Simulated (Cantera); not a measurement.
Charge: 1 mol Si3N4, 0.0019 mol O2, 530 mol H2, 0.22 mol N2O, equilibrated at 120000 Pa.

Equilibrium computed with Cantera from the NASA thermochemical tables; the gas is ideal and each condensed phase is pure. Candidate condensed phases: H2O, Si, SiO2, Si2N2O, Si3N4; 35 gas species. Mutual solubility and eutectic melting of coexisting phases are not modelled. Gases not in the tables: Si2H6 and higher silanes. Kinetics and transport are ignored.

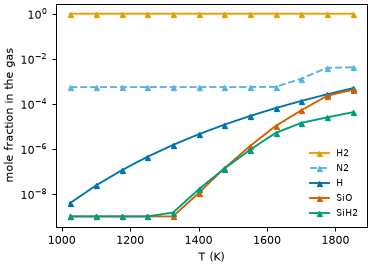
Figure. Equilibrium gas composition (values under 1e-9 drawn at 1e-9)

From 1025 K to 1625 K the condensed part is Si2N2O(s) + Si3N4(s). At 1700 K the condensed part is Si(l) + Si2N2O(s) + Si3N4(s). At 1775 K the condensed part is Si(l) + Si2N2O(s). At 1850 K the condensed part is Si(l).
